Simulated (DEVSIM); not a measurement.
System: abrupt Si p-n junction, at 300 K.

```tsv
layer (left to right)	material	thickness (μm)	Nd (cm⁻³)	Na (cm⁻³)	τn (s)	τp (s)
1	Si	0.110	-	7.1e16	1.1e-6	1.1e-6
2	Si	120	2.4e17	-	1.1e-6	1.1e-6
```

Left contact: ohmic. Right contact: ohmic. Voltage is applied to the left contact. Recombination: SRH at mid-gap, radiative. Mobility is constant in doping.

Constants are typed, rounded textbook-type inputs, not results; the design itself was drawn at random and stands for no fabricated device. Values at 300 K.

```csv
parameter,Si
gap (eV),1.124
affinity (eV),4.05
permittivity,11.7
Nc (cm⁻³),2.86e19
Nv (cm⁻³),3.1e19
μn (cm²/Vs),1417
μp (cm²/Vs),470
B (cm³/s),4.7e-15
```

Model (solved in DEVSIM): 1D drift-diffusion, Boltzmann statistics, complete ionisation; no tunnelling, impact ionisation, image-force lowering or self-heating.

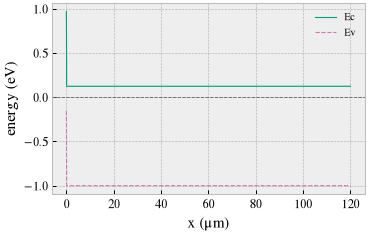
Figure. Band edges at zero bias

Energies count from the Fermi level of the right contact; mesh points crowd at the junctions.

```
x (μm)   Ec (eV)  Ev (eV)  n (cm⁻³)  p (cm⁻³)  field (V/cm)
-------  -------  -------  --------  --------  ------------
0.000      0.967   -0.157      1600    7.1e16        -12000
0.02497    0.925   -0.199      8200    1.4e16        -25000
0.06145    0.767   -0.357   3800000    3.1e13        -63000
0.09496    0.494   -0.630    1.4e11     8.0e8       -100000
0.1252     0.197   -0.927    1.4e16      8400        -61000
0.1746     0.124   -1.000    2.4e17       490          -390
0.2864     0.124   -1.000    2.4e17       480           ≈ 0
0.6891     0.124   -1.000    2.4e17       480           ≈ 0
1.450      0.124   -1.000    2.4e17       480           ≈ 0
3.048      0.124   -1.000    2.4e17       480           ≈ 0
6.784      0.124   -1.000    2.4e17       480           ≈ 0
20.24      0.124   -1.000    2.4e17       480           ≈ 0
45.68      0.124   -1.000    2.4e17       480           ≈ 0
84.82      0.124   -1.000    2.4e17       480           ≈ 0
107.9      0.124   -1.000    2.4e17       480           ≈ 0
114.7      0.124   -1.000    2.4e17       480           ≈ 0
117.7      0.124   -1.000    2.4e17       480           ≈ 0
119.1      0.124   -1.000    2.4e17       480           ≈ 0
119.8      0.124   -1.000    2.4e17       480           ≈ 0
120.0      0.124   -1.000    2.4e17       480           ≈ 0
120.1      0.124   -1.000    2.4e17       480           ≈ 0
120.1      0.124   -1.000    2.4e17       480           ≈ 0
```
